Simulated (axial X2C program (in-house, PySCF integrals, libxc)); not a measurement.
## Run report: TiSi⁻, relativistic diatomic calculation

System: TiSi⁻, single determinant with M_S = 3/2 and |Λ| = 2.
Method: HF, spin-free X2C-1e, Ti dyall-av3z, Si dyall-av3z (cores contracted) (axial X2C program (in-house, PySCF integrals, libxc)).

## Input file
```
{"zs": [22, 14], "q": -1, "bas": ["dyall-av3z", "dyall-av3z"], "levels": ["PBE0", "HF", "BHandHLYP", "PBE"], "cc": false, "r0": 2.52, "npts": 10, "nst": 2, "ntry": 6, "opt": {"auxb": 3.0}}
```

The line is the task of a batch: nuclear charges, charge, bases, the levels to run, a first guess of the distance and further settings. This report covers HF without spin-orbit coupling. The log is that of the reference distance 2.558 Å.

Hardware: 1 thread of Arm Neoverse N1, 98 GiB of memory available, shared host.

The run was one of a batch that the task file lists, launched with:
```bash
python <driver script> task.json out
```

## The program's output
```
spin-free X2C-1e  HF
basis functions 180  fitting functions 700  grid points 5082
iter        total energy     max residual
   1      -1142.228868761     2.00e-01
   2      -1142.262462767     2.33e-02
   3      -1142.271308935     9.24e-03
   4      -1142.274174568     8.01e-03
   5      -1142.276771044     2.91e-03
   6      -1142.277264068     1.24e-03
   7      -1142.277366010     5.74e-04
   8      -1142.277404610     3.11e-04
   9      -1142.277434018     2.37e-04
  10      -1142.277456529     1.36e-04
  11      -1142.277465100     4.44e-05
  12      -1142.277466088     1.50e-05
  13      -1142.277466195     6.03e-06
  14      -1142.277466208     2.00e-06
  15      -1142.277466209     8.50e-07
converged
one-electron -1703.75453468  Coulomb 559.70598323  exact exchange -61.94532639  xc functional 0.00000000  nuclear repulsion 63.71641164
```

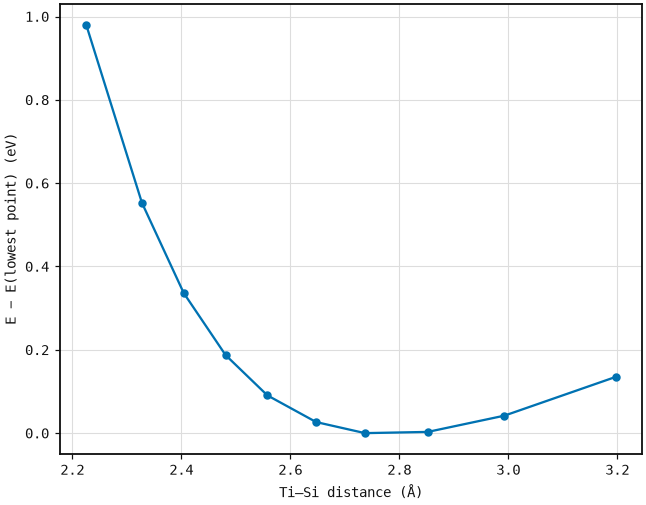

Energy at 10 bond lengths, for one set of occupations held fixed; the line joins the points. A polynomial of degree 6 through 9 points gives rₑ = 2.783 Å, ωₑ = 202.5 cm⁻¹, ωₑxₑ = 1.4 cm⁻¹ and Bₑ = 0.1232 cm⁻¹. The minimum lies 0.80 eV below Ti + Si⁻, each computed as one determinant at the same level.

## What the run reported

- outcome: converged
- bond length rₑ: 2.783 Å
- ωₑ: 202.5 cm⁻¹
- energy at the minimum: −1142.28091 hartree
- depth below the fragments: 0.80 eV
- largest ⟨S²⟩ along the curve: 4.91
- wall time: 4.2 s

## What is odd here

One thing in this input was made odd on purpose: sparse fitting set (auxb = 3.0). The program ran to the end. Its numbers are those of the input as typed; this run alone doesn't show how far the oddity moves them. Hartree–Fock lacks correlation, so it usually binds too weakly. ⟨S²⟩ reaches 4.91 where a pure state of this multiplicity has 3.75, so the determinant is spin-contaminated.
